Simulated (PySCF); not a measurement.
Cl₂FGa.

Method: CAM-B3LYP/def2-SVP; geometry: GFN2-xTB; program: PySCF. No frequency check shows the geometry to be a minimum. GFN2-xTB bond lengths at metals and heavier atoms can be off by up to 0.1 Å and shapes distorted, which carries into these values.

Coordinates in Å:

```
Ga1      0.0001   -0.1765    0.0000
Cl2     -1.8931    0.6756    0.0000
Cl3      1.8931    0.6754    0.0000
F4      -0.0003   -1.9438    0.0000
```

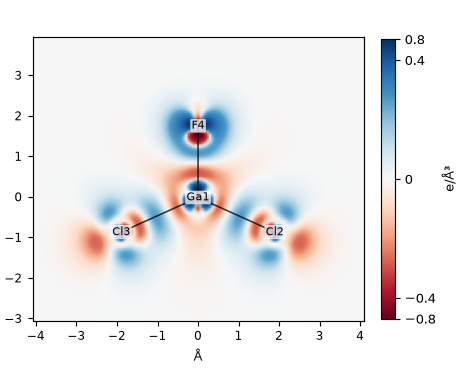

Deformation density (molecule less spherical, spin-averaged free atoms) in the molecular plane; colour scale in e/Å³, logarithmic beyond ±0.1; blue: gain, red: loss.

Question: Describe the bonding that the map shows.

Answer: Ga1–Cl3 and Ga1–Cl2: +0.05 e/Å³ at the bond critical point (bond length 2.08 Å, Mayer order 1.2). Ga1–F4: −0.01 e/Å³ at the bond critical point (bond length 1.77 Å, Mayer order 1.0); up to 0.6 Å beside the axis the gain reaches +0.11 e/Å³. In all, 0.9 electrons gather in the regions of gain relative to the promolecule. A small or negative value marks a very polar bond, one between electron-rich atoms, whose free-atom densities already overlap strongly, a long bond to a heavier atom, or a closed-shell contact such as a hydrogen bond.

Question: Where do the Hirshfeld charges lie?

Answer: The highest Hirshfeld charge is on Ga1 (+0.55 e), the lowest on F4 (−0.29 e).

```tsv
atom	charge (e)
Ga1	+0.55
Cl2	−0.13
Cl3	−0.13
F4	−0.29
```
